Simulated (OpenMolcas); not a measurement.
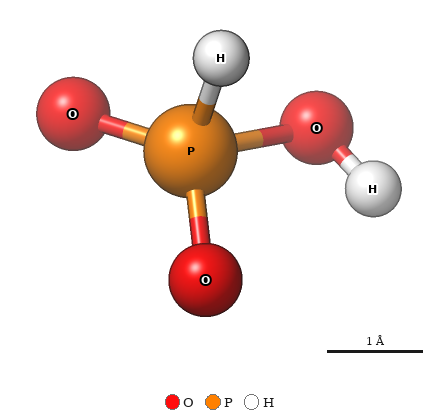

Fig. 1: The structure as given in the input (ball-and-stick view, seen at a tilt). Bond lengths as drawn: H–O 0.95 Å, H–P 1.41 Å and O–P 1.48 to 1.67 Å.

**Saddle-point search, with input and output: PH₂O₃ (charge −1) (part 1 of 5)**

System: PH₂O₃, charge −1.
Method: HF/6-31G, RHF (OpenMolcas 26.06).

The run did not end well. The input holds or restrains some coordinates. The geometry comes from this level: GFN2-xTB.

## What the program printed
```
--- Start Module: gateway ---

                                              &GATEWAY

                       available to each process: 1.9 GB of memory, 1 thread

++    Symmetry information:
      ---------------------

                    Character Table for C1

                             E
                    a        1  x, y, xy, Rz, z, xz, Ry, yz, Rx, I
--

++    Basis set information:
      ----------------------

      Basis set label: O.6-31G.........

      Electronic valence basis set:
      ------------------
      Associated Effective Charge   8.000000 au
      Associated Actual Charge      8.000000 au
      Nuclear Model: Point charge

      Shell  nPrim  nBasis  Cartesian Spherical Contaminant
         s      10       3        X
         p       4       2        X

      Basis set label: P.6-31G.........

      Electronic valence basis set:
      ------------------
      Associated Effective Charge  15.000000 au
      Associated Actual Charge     15.000000 au
      Nuclear Model: Point charge

      Shell  nPrim  nBasis  Cartesian Spherical Contaminant
         s      16       4        X
         p      10       3        X

      Basis set label: O.6-31G.........

      Electronic valence basis set:
      ------------------
      Associated Effective Charge   8.000000 au
      Associated Actual Charge      8.000000 au
      Nuclear Model: Point charge

      Shell  nPrim  nBasis  Cartesian Spherical Contaminant
         s      10       3        X
         p       4       2        X

      Basis set label: H.6-31G.........

      Electronic valence basis set:
      ------------------
      Associated Effective Charge   1.000000 au
      Associated Actual Charge      1.000000 au
      Nuclear Model: Point charge

      Shell  nPrim  nBasis  Cartesian Spherical Contaminant
         s       4       2        X
--

++    Molecular structure info:
      -------------------------

                    ************************************************
                    **** Cartesian Coordinates / bohr, angstrom ****
                    ************************************************

     Center  Label                x              y              z                     x              y              z
        1      O1               1.350890      -2.569725       1.773187              0.714860      -1.359840       0.938330
        2      P2               0.430045      -0.694852      -0.079746              0.227570      -0.367700      -0.042200
        3      O3              -1.322279      -1.421471      -2.159466             -0.699720      -0.752210      -1.142740
        4      O4              -0.912776       1.730384       1.422586             -0.483020       0.915680       0.752800
        5      H5               2.492776       0.658626      -1.089352              1.319120       0.348530      -0.576460
        6      H6              -2.038637       2.297038       0.132791             -1.078800       1.215540       0.070270

                    ***************************************
                    *    InterNuclear Distances / bohr    *
                    ***************************************

               1 O1            2 P2            3 O3            4 O4            5 H5            6 H6
    1 O1       0.000000
    2 P2       2.792215        0.000000
    3 O3       4.891837        2.814933        0.000000
    4 O4       4.872170        3.153085        4.788839        0.000000
    5 H5       4.463214        2.665720        4.475108        4.365349        0.000000
    6 H6       6.153468        3.884709        4.426614        1.803394        4.971088        0.000000

                    *******************************************
                    *    InterNuclear Distances / angstrom    *
                    *******************************************

               1 O1            2 P2            3 O3            4 O4            5 H5            6 H6
    1 O1       0.000000
    2 P2       1.477577        0.000000
    3 O3       2.588649        1.489598        0.000000
    4 O4       2.578241        1.668540        2.534144        0.000000
    5 H5       2.361831        1.410638        2.368125        2.310043        0.000000
    6 H6       3.256275        2.055700        2.342463        0.954315        2.630587        0.000000

                    **************************************
                    *    Valence Bond Angles / degree    *
                    **************************************
                          Atom centers                 Phi
                      1 O1       2 P2       3 O3       121.48
                      1 O1       2 P2       5 H5       109.70
                      3 O3       2 P2       5 H5       109.45
--

            Nuclear Potential Energy            185.89322865 au

--- Stop Module: gateway /rc=_RC_ALL_IS_WELL_ ---

>>> EXPORT MOLCAS_MAXITER = 50

--- Start Module: seward ---

                                              &SEWARD

                       available to each process: 1.9 GB of memory, 1 thread

               SEWARD will generate:
                  Multipole Moment integrals up to order  2
                  Kinetic Energy integrals
                  Nuclear Attraction integrals (point charge)
                  One-Electron Hamiltonian integrals
                  Velocity integrals
                  Orbital angular momentum around ( -0.0045  -0.6756   0.1623 )
                  Velocity quadrupole around ( -0.0045  -0.6756   0.1623 )
                  Two-Electron Repulsion integrals

                   Integrals are discarded if absolute value <: 1.00E-14
                   Integral cutoff threshold is set to       <: 1.00E-16

            Nuclear Potential Energy            185.89322865 au

      Basis set specifications :
      Symmetry species         a
      Basis functions           44

--- Stop Module: seward /rc=_RC_ALL_IS_WELL_ ---

--- Start Module: scf ---

                                                &SCF

                       available to each process: 1.9 GB of memory, 1 thread

++    Input section:
      --------------

      Header of the integral files:

      Cartesian coordinates in angstrom:
      -----------------------------------------------------
      No.  Label        X            Y            Z
      -----------------------------------------------------
       1   O1         0.71486000  -1.35984000   0.93833000
       2   P2         0.22757000  -0.36770000  -0.04220000
       3   O3        -0.69972000  -0.75221000  -1.14274000
       4   O4        -0.48302000   0.91568000   0.75280000
       5   H5         1.31912000   0.34853000  -0.57646000
       6   H6        -1.07880000   1.21554000   0.07027000
      -----------------------------------------------------
      Nuclear repulsion energy =  185.89322865
--

++    Orbital specifications:
      -----------------------

      Symmetry species               1
                                     a
      Frozen orbitals                0
      Aufbau                        21
      Start temperature = 0.500
      End temperature   = 0.010
      Temperature Factor= 0.460
      Deleted orbitals               0
      Total number of orbitals      44
      Number of basis functions     44
--

      Molecular charge                          -1.000

++    Optimization specifications:
      ----------------------------

      SCF Algorithm: Conventional
      Minimized density differences are used
      Number of density matrices in core                 5
      Maximum number of NDDO SCF iterations            400
      Maximum number of HF SCF iterations              400
      Threshold for SCF energy change             1.00E-09
      Threshold for density matrix                1.00E-04
      Threshold for Fock matrix                   1.50E-04
      Threshold for linear dependence             1.00E-09
      Threshold at which DIIS is turned on        1.50E-01
      Maximum depth in the DIIS procedure                5
      Maximum depth in the BFGS Hessian update          30
      Threshold at which QNR/C2DIIS is turned on  7.50E-02
      Threshold for Norm(delta) (QNR/C2DIIS)      1.00E-03
      All orbitals punched on: SCFORB
--

      Input vectors read from INPORB
      Orbital file label: *Guess orbitals

++ Convergence information
                                   SCF        iterations: Energy and convergence statistics

Iter     Tot. SCF        One-elec.       Two-elec.     Energy      Max Dij or  Max Fij      DNorm      TNorm      AccCon     Time
         Energy          Energy          Energy        Change      Delta Norm                                                in Sec.
   1  -561.076280695 -1160.425305598   413.455796258   0.00E+00    9.28E-02*   1.13E+00*    9.98E+00   1.35E+02   None         0.
   2  -563.541831412 -1154.020142051   404.585081993  -2.47E+00*   8.21E-02*   1.03E-01*    8.26E+00   1.34E+02   EDIIS        0.
   3  -565.728387111 -1162.908290977   411.286675221  -2.19E+00*   9.91E-02*   9.13E-02*    4.86E+00   1.35E+02   EDIIS        0.
   4  -566.226339825 -1160.266505307   408.146936837  -4.98E-01*   1.05E-01*   1.20E-01*    1.63E+00   1.34E+02   EDIIS        0.
   5  -566.265811693 -1161.909434243   409.750393904  -3.95E-02*   3.57E-02*   5.48E-02*    7.45E-01   1.34E+02   EDIIS        0.
   6  -566.285892708 -1161.067932738   408.888811385  -2.01E-02*   2.26E-02*   5.24E-02*    1.72E-01   1.34E+02   EDIIS        0.
   7  -566.288449588 -1161.392710495   409.211032261  -2.56E-03*   5.56E-03*   1.76E-02*    4.67E-02   1.34E+02   EDIIS        0.

       Fermi aufbau procedure completed!
      nOcc=   21

   8  -566.290522213 -1161.280764845   409.097013986  -2.07E-03*   1.17E-03*   4.47E-03*    1.90E-02   1.34E+02   c2DIIS       0.
   9  -566.290669945 -1161.282830123   409.098931533  -1.48E-04*   1.29E-03*   3.45E-04*    3.63E-03   1.34E+02   QNRc2DIIS    0.
  10  -566.290672421 -1161.299549416   409.115648349  -2.48E-06*   5.56E-04    1.98E-04*    1.42E-03   1.34E+02   QNRc2DIIS    0.
  11  -566.290673573 -1161.295895881   409.111993663  -1.15E-06*   3.05E-04    5.57E-05     2.94E-04   1.34E+02   QNRc2DIIS    0.
  12  -566.290673669 -1161.294352190   409.110449876  -9.57E-08*   4.90E-05    2.31E-05     1.37E-04   1.34E+02   QNRc2DIIS    0.
  13  -566.290673680 -1161.295127794   409.111225469  -1.07E-08*   1.70E-05    3.38E-06     2.29E-05   1.34E+02   QNRc2DIIS    0.
  14  -566.290673680 -1161.295150515   409.111248190  -3.94E-10    3.26E-06    1.13E-06     5.10E-05   1.34E+02   QNRc2DIIS    0.

       Convergence after  14 Iterations
--

 *****************************************************************************************************************************
 *                                             SCF/KS-DFT Program, Final results                                             *
 *                                                       Final Results                                                       *
 *****************************************************************************************************************************

::    Total SCF energy                               -566.2906736800
      One-electron energy                           -1161.2951505155
      Two-electron energy                             409.1112481899
      Nuclear repulsion energy                        185.8932286455
      Kinetic energy (interpolated)                   566.9629746549
      Virial theorem                                    0.9988142066
      Total spin, S(S+1)                                0.0000000000
      Total spin, S                                     0.0000000000
      Max non-diagonal density matrix element           0.0000018279
      Max non-diagonal Fock matrix element              0.0000000395

      No orbitals printed

++    Molecular charges:
      ------------------

      Mulliken charges per centre
      ---------------------------

                O1      P2      O3      O4      H5      H6
      Total    8.9132 13.4084  8.9546  8.8970  1.2223  0.6044

      N-E     -0.9132  1.5916 -0.9546 -0.8970 -0.2223  0.3956

      Total electronic charge=   42.000000

      Total            charge=   -1.000000
--

++    Molecular properties:
      ---------------------

      Charge (e):
                      =   -1.0000
      Dipole Moment (debye):
      Origin of the operator (angstrom)=   -0.0024   -0.3575    0.0859
                   X=  1.5879E-01               Y=  3.6074E+00               Z= -1.2594E+00           Total=  3.8242E+00
      Center of Charge (angstrom)
                     X=   -0.03543997               Y=   -1.10854052               Z=    0.34807173
      Quadrupole Moment (debye*angstrom):
      Origin of the operator (angstrom)=   -0.0024   -0.3575    0.0859
                  XX= -3.4871E+01              XY=  1.8126E-01              XZ= -5.0935E+00              YY= -3.8396E+01
                  YZ= -1.8496E+00              ZZ= -4.3846E+01
      In traceless form (debye*angstrom)
                  XX=  6.2501E+00              XY=  2.7190E-01              XZ= -7.6402E+00              YY=  9.6211E-01
                  YZ= -2.7744E+00              ZZ= -7.2122E+00
--

--- Stop Module: scf /rc=_RC_ALL_IS_WELL_ ---

--- Start Module: slapaf ---

                                              &SLAPAF

                       available to each process: 1.9 GB of memory, 1 thread

--- Stop Module: slapaf /rc=_RC_INVOKED_OTHER_MODULE_ ---

--- Start Module: alaska ---

                                              &ALASKA

                       available to each process: 1.9 GB of memory, 1 thread

                     Threshold for contributions to the gradient: 1.000E-07

                    ********************************************
                    * Symmetry Adapted Cartesian Displacements *
                    ********************************************

           Irreducible representation : a
           Basis function(s) of irrep: x, y, xy, Rz, z, xz, Ry, yz, Rx, I

 Basis Label        Type   Center Phase
   1   O1           x         1     1
   2   O1           y         1     1
   3   O1           z         1     1
   4   P2           x         2     1
   5   P2           y         2     1
   6   P2           z         2     1
   7   O3           x         3     1
   8   O3           y         3     1
   9   O3           z         3     1
  10   O4           x         4     1
  11   O4           y         4     1
  12   O4           z         4     1
  13   H5           x         5     1
  14   H5           y         5     1
  15   H5           z         5     1
  16   H6           x         6     1
  17   H6           y         6     1
  18   H6           z         6     1

                     No automatic utilization of translational and rotational invariance of the energy is employed.

 Conventional ERI gradients!

 **************************************************
 *              Molecular gradients               *
 **************************************************

  Irreducible representation: a
 ------------------------------------------------------------------------------------------
                              X                       Y                       Z
 ------------------------------------------------------------------------------------------
  O1               -4.42506338725828E-02    8.04984562508206E-02   -8.49459709754381E-02
  P2               -6.07748318025942E-02   -4.93142639144177E-02    3.63146770507772E-03
  O3                7.52315414902220E-02    1.93791090934523E-02    8.84672649365186E-02
  O4                2.46239549122595E-02   -2.92910403587889E-02    3.29214785846688E-04
  H5               -9.38491142086484E-03   -2.90245163902902E-03    5.80940115753603E-03
  H6                1.45548806935869E-02   -1.83698094320184E-02   -1.32913776095518E-02
 ------------------------------------------------------------------------------------------

--- Stop Module: alaska /rc=_RC_ALL_IS_WELL_ ---

--- Start Module: slapaf ---

                                              &SLAPAF

                       available to each process: 1.9 GB of memory, 1 thread
```
